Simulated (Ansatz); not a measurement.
System: CH3GeO (SMILES [O-][CH]=[GeH2]) (charge −1).

The calculation's input:

```
crystal:
  periodic: [false, false, false]
  atoms:
    - {symbol: C, position_ang: [-0.807109, 1.784055, -0.796096]}
    - {symbol: Ge, position_ang: [0.851216, 0.814483, -0.231541]}
    - {symbol: O, position_ang: [-1.814526, 1.374047, -1.357413]}
    - {symbol: H, position_ang: [-0.851455, 2.851021, -0.391946]}
    - {symbol: H, position_ang: [1.803396, 2.030739, -0.639350]}
    - {symbol: H, position_ang: [1.069860, -0.048498, -1.550407]}
basis:
  gaussian:
    orbitals: def2-TZVPD
output:
  forces: true
  orbitals: {seedname: orbitals}
total_charge: -1
hamiltonian:
  xc: {name: PBE0}
```

Command:

```sh
ansatz run input.yaml --threads 2 --pin off --max-ram 4350MiB --events-out events.jsonl --progress --plain --runs-dir runs
```

Geometry: PBE0-D3(BJ)/def2-SVPD.

The calculation used Ansatz 0.2.0, isolated molecule in a Gaussian basis; Kohn-Sham density functional theory, functional PBE0.

### Predict the electron density and electron localisation function between the atoms.

C–O (1.22 Å): ρ at the midpoint is about 3.3 e/Å³; the ELF peaks at about 0.85 between the atoms (a short, multiple covalent bond).
C–Ge (2.00 Å): the density is about 0.79 e/Å³ at the midpoint; the ELF peaks at about 0.95 in the valence shell of C, 0.7 Å from its nucleus, and is about 0.70 at the midpoint.
C–H (1.14 Å): ρ at the midpoint is about 1.8 e/Å³; the ELF climbs to about 1 towards the hydrogen, as it does in any bond to H: a covalent bond by its length.

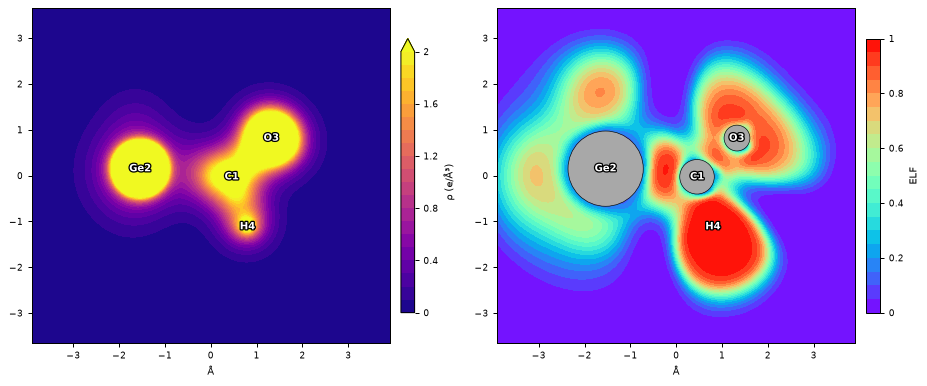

Computed electron density and electron localisation function on the plane of atoms Ge2, C1 and H4, in this order. Grey discs cover the atomic cores in the ELF map. 
